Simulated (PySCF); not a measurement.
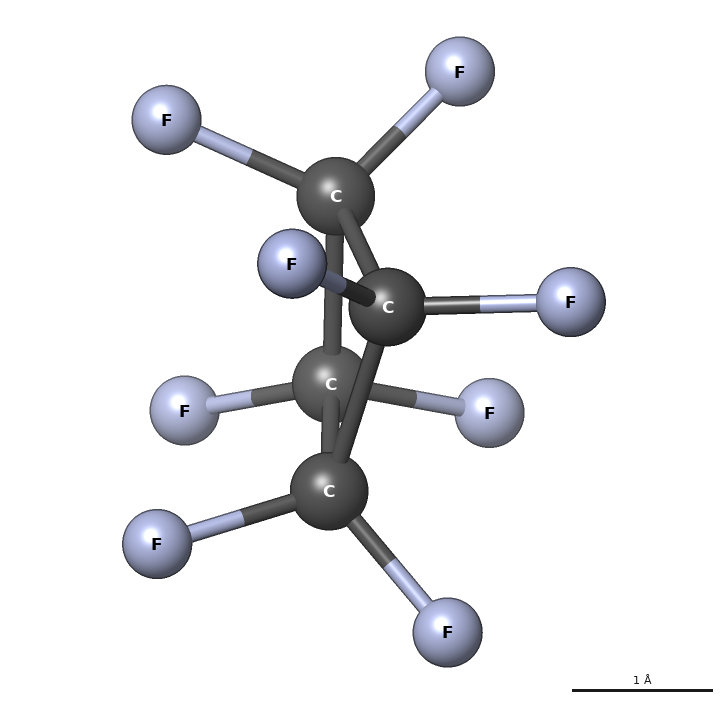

Rendered structure (ball-and-stick style). Every bond is drawn as one stick, whatever its order.

Description:

The molecule is C4F8. Its SMILES string is `FC1(F)C(F)(F)C(F)(F)C1(F)F`. Independent rings (smallest set): 1 of 4 members. Among its groups: C–F bond. The point group is D2d.

More results for the same structure follow; atom numbers are the same in all pictures, views and colours differ. The computed structure is the end point of a PBE0-D3(BJ)/def2-SVP optimisation. No frequency run is at hand to confirm it as a minimum.

### NMR shielding

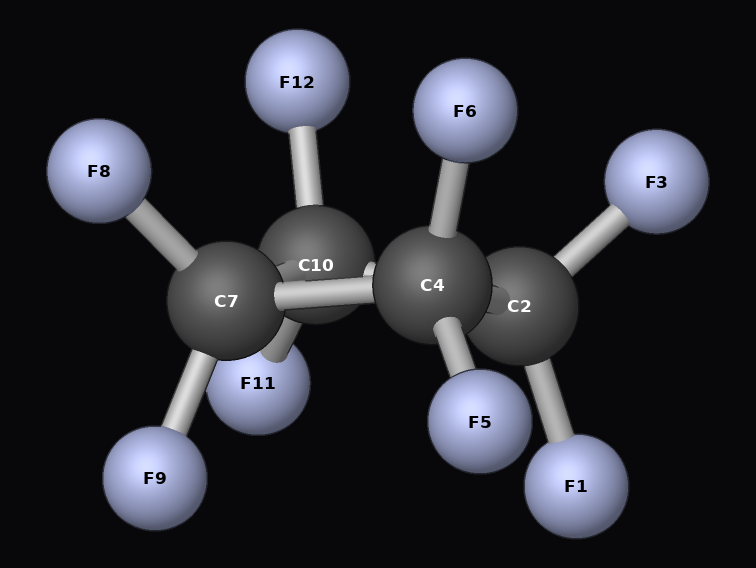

No frequency run is at hand to confirm it as a minimum. Properties computed with GIAO PBE0/pcSseg-1 NMR shielding, non-relativistic, gas phase (PySCF 2.14.0). Principal shieldings σ11 ≤ σ22 ≤ σ33, span Ω = σ33 − σ11, skew κ = 3(σiso − σ22)/Ω.

Give the shielding tensors of the C atoms.

| atom | σ11 | σ22 | σ33 | σiso | Ω | κ |
| --- | --- | --- | --- | --- | --- | --- |
| C2, C4, C7… | 57.5 | 68.7 | 79.7 | 68.6 | 22.2 | −0.01 |

Shieldings and span in ppm.

### Ring current

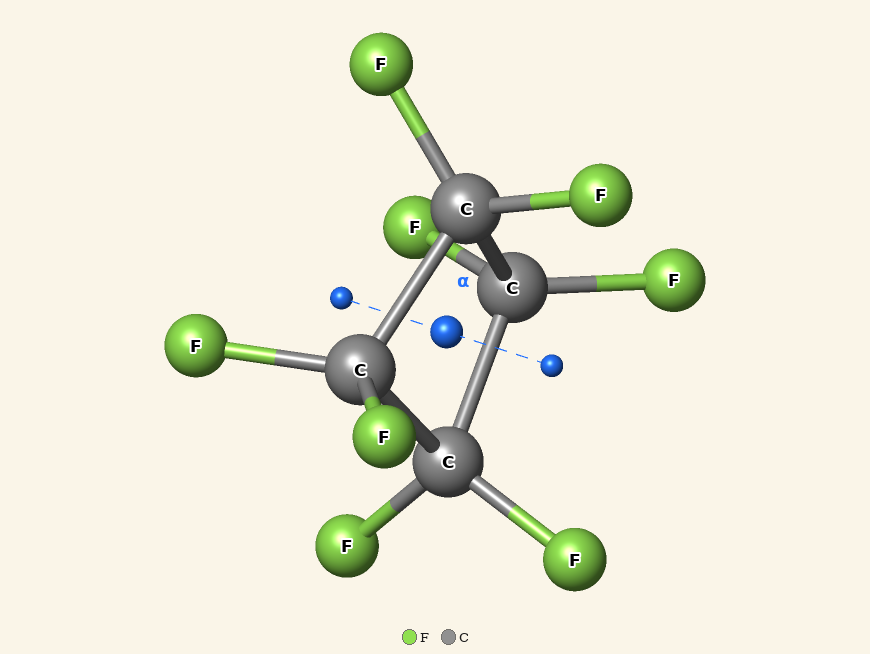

The small points mark where nucleus-independent chemical shifts (NICS) were computed: at the centre of each lettered ring and 1 Å above and below it. No frequency run is at hand to confirm it as a minimum. Method: GIAO PBE0/pcSseg-1 NMR shielding, non-relativistic, gas phase (PySCF 2.14.0).

Give NICS(0), NICS(1) and the out-of-plane component NICS(1)zz for each ring (means of the two sides).

```tsv
ring	members	NICS(0)	NICS(1)	NICS(1)zz
α	C4	−0.7	−2.1	3.9
```

Values in ppm.

### Spin–spin coupling

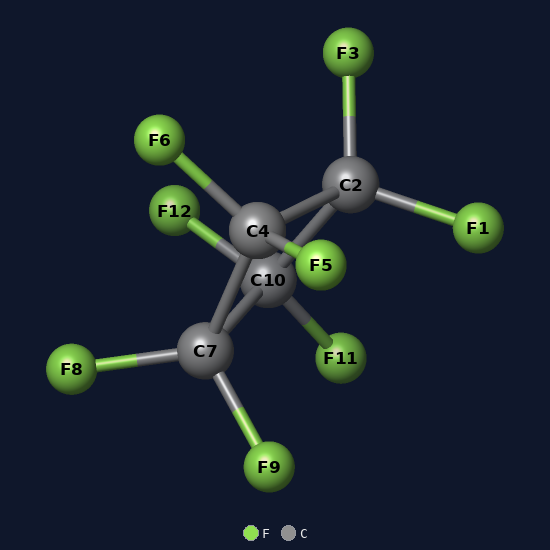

No frequency run is at hand to confirm it as a minimum. Properties computed with B3LYP/pcJ-1 indirect spin-spin coupling, non-relativistic, gas phase (PySCF 2.14.0). Isotopes: 13C, 19F.

Give the spin–spin coupling constants of these pairs, with the number of bonds between them: F1/C2, C10/F11, F1/F3, C4/F9, F5/C7, C7/F12, F9/C10, F1/F6, C2/F9, F5/C10, F6/F9.

```tsv
pair	bonds apart	J (Hz)
F1, C2	1	−349.1
C10, F11	1	−368.9
F1, F3	2	201.4
C4, F9	2	25.4
F5, C7	2	25.7
C7, F12	2	25.5
F9, C10	2	25.5
F1, F6	3	−15.0
C2, F9	3	5.7
F5, C10	3	19.7
F6, F9	3	−14.9
```

Density functionals are unreliable for couplings to fluorine, so those rows may be far off.
